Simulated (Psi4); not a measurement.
# One shape, several levels: SiHCl (SMILES [SiH]Cl)

We compute a comparison of 6 runs (BHLYP/cc-pVTZ, M06-L/cc-pVTZ, PBE0/cc-pVTZ, SVWN5/cc-pVTZ, wB97M-V/cc-pVTZ, MP2/cc-pVTZ) of SiHCl. 

The results are computed with Psi4 1.11.

5 further runs of the same task are left out: 3 that didn't finish, 2 set aside as unsound or not needed.

## 1. The structure to begin with

SiHCl has 3 atoms, charge 0, and is taken as a singlet. SMILES: `[SiH]Cl`. The Si1–Cl2 distance was set to 2.700 Å, away from the relaxed value.

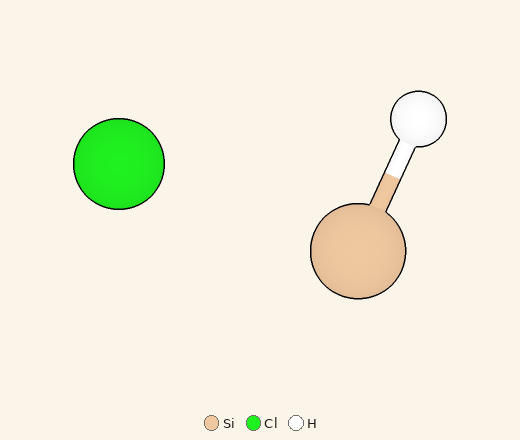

The structure, seen from a chosen angle (silicon light orange, chlorine green, hydrogen white).

## 2. Energy and forces at BHLYP/cc-pVTZ (run 1)

File clhsi.xyz:

```xyz
3
ClHSi
Si    -1.095375     0.636410    -0.524930
Cl     1.275420     0.352820     0.736230
H     -1.274205    -0.858350    -0.793340
```

File run_ase.py:

```python
import numpy as np
from ase.calculators.psi4 import Psi4
from ase.io import read

mol = read('clhsi.xyz')
calc = Psi4(atoms=mol, method='bhhlyp', basis='cc-pVTZ', memory='2200MB', num_threads=1, charge=0, multiplicity=1, label='calc')
calc.psi4.set_options({'puream': True, 'e_convergence': 1e-09, 'd_convergence': 1e-08, 'scf_type': 'pk', 'dft_radial_points': 99, 'dft_spherical_points': 590})
mol.calc = calc

forces = mol.get_forces()
print(f'energy: {mol.get_potential_energy():.6f} eV')
print('forces / eV A^-1')
print(np.round(forces, 5))
```

Run with:

```
$ python run_ase.py
```

calc.dat:

```text
[...]
  Running in c1 symmetry.
[...]
  Nuclear repulsion =   54.287710093059282
[...]
  Multiplicity = 1
[...]
  Nalpha       = 16
  Nbeta        = 16
[...]
    Number of basis functions: 82
[...]
   @RKS iter   1:  -750.20910551145903   -6.24943e-01   3.91465e-03 DIIS/ADIIS
[...]
   @RKS iter  11:  -750.26506769512810   -6.13909e-12   6.36042e-09 DIIS
[...]
    Orbital Energies [Eh]
    ---------------------
    Doubly Occupied:
       1A   -102.765011     2A    -67.273679     3A     -9.832049
       4A     -7.481740     5A     -7.478607     6A     -7.477783
       7A     -5.716449     8A     -3.980577     9A     -3.977694
      10A     -3.973451    11A     -0.851822    12A     -0.595783
      13A     -0.389711    14A     -0.343718    15A     -0.336697
      16A     -0.323480
[...]
  @RKS Final Energy:  -750.26506769512810
   => Energetics <=
    Nuclear Repulsion Energy =             54.2877100930592817
    One-Electron Energy =               -1145.3915882323153710
    Two-Electron Energy =                 366.1806104429989546
    DFT Exchange-Correlation Energy =     -25.3417999988709717
    Empirical Dispersion Energy =           0.0000000000000000
    VV10 Nonlocal Energy =                  0.0000000000000000
    Total Energy =                       -750.2650676951280957
[...]
 Multipole Moments:
 ------------------------------------------------------------------------------------
     Multipole            Electronic (a.u.)      Nuclear  (a.u.)        Total (a.u.)
 ------------------------------------------------------------------------------------
 L = 1.  Multiply by 2.5417464519 to convert [e a0] to [Debye]
 Dipole X            :          0.6513454           -2.3946557           -1.7433103
 Dipole Y            :          1.2143920           -1.1338540            0.0805380
 Dipole Z            :          0.4941844           -1.4361781           -0.9419937
 Magnitude           :                                                    1.9831716
[...]
  -Total Gradient:
     Atom            X                  Y                   Z
    ------   -----------------  -----------------  -----------------
       1       -0.045852620880     0.009158200007    -0.023971772663
       2        0.049546863069    -0.003987688431     0.026578388723
       3       -0.003694053946    -0.005170447575    -0.002606506039
[...]
```

On the terminal:

```text
energy: -20415.752378 eV
forces / eV A^-1
[[ 2.35784 -0.47093  1.23268]
 [-2.5478   0.20506 -1.36672]
 [ 0.18996  0.26588  0.13403]]
```

Run time: 72 s. Hardware: 1 thread of Intel Xeon at 2.50GHz (Skylake/Cascade Lake), shared host; peak memory 0.89 GiB.

## 3. Energy and forces at M06-L/cc-pVTZ (run 2)

File clhsi.json:

```json
{
  "schema_name": "qcschema_input",
  "schema_version": 1,
  "molecule": {
    "schema_name": "qcschema_molecule",
    "schema_version": 2,
    "symbols": ["Si", "Cl", "H"],
    "geometry": [-2.06995875, 1.2026406, -0.99197393, 2.41019449, 0.66673317, 1.39127306, -2.40789848, -1.62204642, -1.49919532],
    "molecular_charge": 0,
    "molecular_multiplicity": 1,
    "fix_symmetry": "c1"
  },
  "driver": "gradient",
  "model": {
    "method": "m06-l",
    "basis": "cc-pVTZ"
  },
  "keywords": {
    "puream": true,
    "e_convergence": 1e-09,
    "d_convergence": 1e-08,
    "scf_type": "pk",
    "dft_radial_points": 99,
    "dft_spherical_points": 590
  }
}
```

Run with:

```
$ psi4 --qcschema clhsi.json -n 1 --memory 2200MB
```

stdout:

```text
[...]
  Running in c1 symmetry.
[...]
  Nuclear repulsion =   54.287710223462739
[...]
  Multiplicity = 1
[...]
  Nalpha       = 16
  Nbeta        = 16
[...]
    Number of basis functions: 82
[...]
   @RKS iter   1:  -750.17707815092626   -4.44261e-01   4.59238e-03 DIIS/ADIIS
[...]
   @RKS iter  12:  -750.25203667253368   -2.76259e-11   8.98757e-09 DIIS
[...]
    Orbital Energies [Eh]
    ---------------------
    Doubly Occupied:
       1A   -101.149641     2A    -65.943397     3A     -9.364684
       4A     -7.070666     5A     -7.066060     6A     -7.064252
       7A     -5.339661     8A     -3.655252     9A     -3.650608
      10A     -3.641909    11A     -0.720812    12A     -0.493614
      13A     -0.312778    14A     -0.273628    15A     -0.259760
      16A     -0.245951
[...]
  @RKS Final Energy:  -750.25203667253368
   => Energetics <=
    Nuclear Repulsion Energy =             54.2877102234627387
    One-Electron Energy =               -1145.4806624101224770
    Two-Electron Energy =                 390.3438802699423604
    DFT Exchange-Correlation Energy =     -49.4029647558162566
    Empirical Dispersion Energy =           0.0000000000000000
    VV10 Nonlocal Energy =                  0.0000000000000000
    Total Energy =                       -750.2520366725336771
[...]
 Multipole Moments:
 ------------------------------------------------------------------------------------
     Multipole            Electronic (a.u.)      Nuclear  (a.u.)        Total (a.u.)
 ------------------------------------------------------------------------------------
 L = 1.  Multiply by 2.5417464519 to convert [e a0] to [Debye]
 Dipole X            :          0.9905707           -2.7899898           -1.7994191
 Dipole Y            :          1.1980835           -1.1395461            0.0585374
 Dipole Z            :          0.0000000           -0.0000000            0.0000000
 Magnitude           :                                                    1.8003710
[...]
  -Total Gradient:
     Atom            X                  Y                   Z
    ------   -----------------  -----------------  -----------------
       1       -0.049084231949     0.006358655477     0.000000000000
       2        0.053324985174    -0.003581739538     0.000000000000
       3       -0.004274999441    -0.002810578132     0.000000000000
[...]
```

The result, in JSON:

```text
{
 "driver": "gradient",
 "model": {
  "method": "m06-l",
  "basis": "cc-pVTZ"
 },
 "success": true,
 "return_result": [-0.04908423194858627, 0.0063586554767514625, 1.0476335553660759e-13, 0.05332498517411234, -0.00358173953833291, 2.2696314411630058e-14, -0.004274999441068725, -0.0028105781321433876, 5.902448585466752e-16],
 "properties": {
  "calcinfo_nbasis": 82,
  "calcinfo_nmo": 82,
  "calcinfo_nalpha": 16,
  "calcinfo_nbeta": 16,
  "calcinfo_natom": 3,
  "nuclear_repulsion_energy": 54.28771022346274,
  "return_energy": -750.2520366725337,
  "return_gradient": [-0.04908423194858627, 0.0063586554767514625, 1.0476335553660759e-13, 0.05332498517411234, -0.00358173953833291, 2.2696314411630058e-14, -0.004274999441068725, -0.0028105781321433876, 5.902448585466752e-16],
  "scf_one_electron_energy": -1145.4806624101225,
  "scf_two_electron_energy": 390.34388026994236,
  "scf_xc_energy": -49.40296475581626,
  "scf_dipole_moment": [-1.7994191081226876, 0.05853740648142214, 9.497432644940518e-15],
  "scf_total_energy": -750.2520366725337,
  "scf_total_gradient": [-0.04908423194858627, 0.0063586554767514625, 1.0476335553660759e-13, 0.05332498517411234, -0.00358173953833291, 2.2696314411630058e-14, -0.004274999441068725, -0.0028105781321433876, 5.902448585466752e-16],
  "scf_iterations": 12
 }
}
```

Wall time 96 s (1 thread of Intel Xeon at 2.50GHz (Skylake/Cascade Lake), shared host); peak memory 1.4 GiB.

## 4. The energy at PBE0/cc-pVTZ (run 3)

File input.in:

```
memory 2200 mb

molecule {
  0 1
  Si    -1.095375     0.636410    -0.524930
  Cl     1.275420     0.352820     0.736230
  H     -1.274205    -0.858350    -0.793340
  symmetry c1
}

set basis cc-pVTZ
set puream true
set e_convergence 1e-09
set d_convergence 1e-08
set scf_type pk
set dft_radial_points 99
set dft_spherical_points 590

E, wfn = energy("pbe0", return_wfn=True)
print_variables()
```

Run with:

```
$ psi4 -n 1 input.in input.out
```

input.out:

```text
[...]
  Running in c1 symmetry.
[...]
  Nuclear repulsion =   54.287710093059282
[...]
  Multiplicity = 1
[...]
  Nalpha       = 16
  Nbeta        = 16
[...]
    Number of basis functions: 82
[...]
   @RKS iter   1:  -749.92218622946348   -5.07553e-01   4.28792e-03 DIIS/ADIIS
[...]
   @RKS iter  12:  -749.98669093802778   -3.41061e-13   2.08686e-09 DIIS
[...]
    Orbital Energies [Eh]
    ---------------------
    Doubly Occupied:
       1A   -101.692410     2A    -66.381636     3A     -9.492971
       4A     -7.226143     5A     -7.221677     6A     -7.220209
       7A     -5.436395     8A     -3.774043     9A     -3.770033
      10A     -3.763802    11A     -0.772941    12A     -0.539089
      13A     -0.348838    14A     -0.307985    15A     -0.298485
      16A     -0.285124
[...]
  @RKS Final Energy:  -749.98669093802778
   => Energetics <=
    Nuclear Repulsion Energy =             54.2877100930592817
    One-Electron Energy =               -1145.2554271787175821
    Two-Electron Energy =                 378.0535900802792639
    DFT Exchange-Correlation Energy =     -37.0725639326487340
    Empirical Dispersion Energy =           0.0000000000000000
    VV10 Nonlocal Energy =                  0.0000000000000000
    Total Energy =                       -749.9866909380277775
[...]
 Multipole Moments:
 ------------------------------------------------------------------------------------
     Multipole            Electronic (a.u.)      Nuclear  (a.u.)        Total (a.u.)
 ------------------------------------------------------------------------------------
 L = 1.  Multiply by 2.5417464519 to convert [e a0] to [Debye]
 Dipole X            :          1.0039364           -2.7899898           -1.7860534
 Dipole Y            :          1.1873575           -1.1395461            0.0478114
 Dipole Z            :          0.0000000           -0.0000000            0.0000000
 Magnitude           :                                                    1.7866932
[...]
```

Wall time 32 s (1 thread of Intel Xeon at 2.50GHz (Skylake/Cascade Lake), shared host); peak memory 0.85 GiB.

Runs 4 to 5 aren't shown in full; the table further down has their settings and results.

## 5. The energy at MP2/cc-pVTZ (run 6)

File input.dat:

```
memory 2200 MB

molecule {
  Si
  Cl 1 R2
  H 1 R3 2 A3

  R2 = 2.700299
  R3 = 1.52916
  A3 = 94.70332
  symmetry c1
}

set {
  puream          true
  e_convergence   1e-09
  d_convergence   1e-08
  scf_type        pk
  num_frozen_docc 10
  mp2_type        conv
}

e, wfn = energy('mp2/cc-pVTZ', return_wfn=True)
```

Run with:

```
$ psi4 input.dat output.dat -n 1
```

output.dat:

```text
[...]
  Running in c1 symmetry.
[...]
  Nuclear repulsion =   54.287718525836141
[...]
  Multiplicity = 1
[...]
  Nalpha       = 16
  Nbeta        = 16
[...]
    Number of basis functions: 82
[...]
   @RHF iter   1:  -748.94498074127182   -8.36210e-01   3.11509e-03 DIIS/ADIIS
[...]
   @RHF iter  12:  -748.99098051566091   -2.95586e-12   4.01018e-09 DIIS
[...]
    Orbital Energies [Eh]
    ---------------------
    Doubly Occupied:
       1A   -104.775047     2A    -68.908585     3A    -10.497784
       4A     -7.963920     5A     -7.963221     6A     -7.963056
       7A     -6.246335     8A     -4.346927     9A     -4.345774
      10A     -4.345152    11A     -0.997955    12A     -0.688001
      13A     -0.457802    14A     -0.407617    15A     -0.404921
      16A     -0.383233
[...]
  @RHF Final Energy:  -748.99098051566091
   => Energetics <=
    Nuclear Repulsion Energy =             54.2877185258361408
    One-Electron Energy =               -1145.1667400129631460
    Two-Electron Energy =                 341.8880409714660118
    Total Energy =                       -748.9909805156609082
[...]
 Multipole Moments:
 ------------------------------------------------------------------------------------
     Multipole            Electronic (a.u.)      Nuclear  (a.u.)        Total (a.u.)
 ------------------------------------------------------------------------------------
 L = 1.  Multiply by 2.5417464519 to convert [e a0] to [Debye]
 Dipole X            :          1.2471548           -1.4276608           -0.1805060
 Dipole Y            :         -0.4565322            2.6541270            2.1975948
 Dipole Z            :          0.0000000            0.0000000            0.0000000
 Magnitude           :                                                    2.2049955
[...]
	SCS-MP2 Total Energy (a.u.)        :  -749.28141009718991
	SOS-MP2 Total Energy (a.u.)        :  -749.26119301701453
	SCSN-MP2 Total Energy (a.u.)       :  -749.09772669898632
[...]
	SOS-PI-MP2 Total Energy (a.u.)     :  -749.30622843390677
[...]
	MP2 Total Energy (a.u.)            :  -749.27680884064807
[...]
```

Run time: 38 s. Hardware: 1 thread of Intel Xeon at 2.50GHz (Skylake/Cascade Lake), shared host; peak memory 0.48 GiB.

## 6. Overview of the runs

| run | level | task | properties | energy (Eh) | dipole moment (D) | HOMO energy (eV) | LUMO energy (eV) | wall time |
| --- | --- | --- | --- | --- | --- | --- | --- | --- |
| 1 | BHLYP/cc-pVTZ | gradient | – | -750.265068 | 5.04 | -8.80 | -3.15 | 72 s |
| 2 | M06-L/cc-pVTZ | gradient | – | -750.252037 | 4.58 | -6.69 | -4.58 | 96 s |
| 3 | PBE0/cc-pVTZ | energy | – | -749.986691 | 4.54 | -7.76 | -4.05 | 32 s |
| 4 | SVWN5/cc-pVTZ | gradient | (mulliken, dipole, mayer) | -747.616744 | 4.01 | -6.67 | -4.98 | 53 s |
| 5 | wB97M-V/cc-pVTZ | energy | – | -750.222742 | 4.96 | -9.83 | -2.05 | 1.8 min |
| 6 | MP2/cc-pVTZ | energy | – | -749.276809 | – | -10.43 | -0.92 | 38 s |

## 7. Results

| quantity | value |
| --- | --- |
| run 6: total energy | -749.27681 Eh |
| run 6: HOMO energy (Hartree–Fock orbitals) | -10.43 eV |
| run 6: LUMO energy (Hartree–Fock orbitals) | -0.92 eV |
| run 6: HOMO–LUMO gap (Hartree–Fock orbitals) | 9.51 eV |
| run 6: correlation energy (10 core orbitals frozen) | -285.8 mEh |

In words: Over runs 1, 2, 3, 4, 5 the dipole moment (its size) runs from 4.01 D (SVWN5/cc-pVTZ) to 5.04 D (BHLYP/cc-pVTZ). Over runs 1, 2, 3, 4, 5 the HOMO–LUMO gap runs from 1.69 eV (SVWN5/cc-pVTZ) to 7.78 eV (wB97M-V/cc-pVTZ). Totals of different functionals can't be ranked against each other. All runs together took 6.7 min, the longest 1.8 min.
